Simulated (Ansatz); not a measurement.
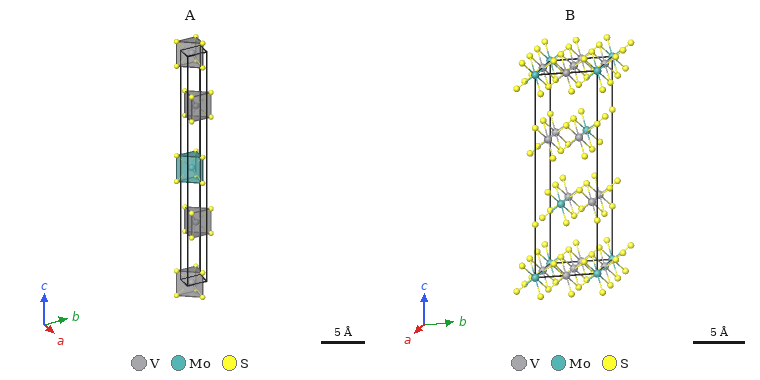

Two structures of V3MoS8, each relaxed to rest (conventional cells in solid outline, small ones repeated, not to one scale). Method: DFT PBE, scalar-relativistic, plane waves, PAW (Ansatz 0.2.0), with collinear spins.

### What structure does each panel show?

A: 12 atoms a cell on a primitive hexagonal lattice, P-6m2. B: 36 atoms a cell on a rhombohedral (trigonal R) lattice, R-3m.

### A or B: which is lower in energy?

A is lower, by 82 meV/atom at this level of theory (energies at zero smearing). Volumes: A 20.3, B 20.1 Å³/atom.

One or both may be structure types tried for this composition rather than known phases.
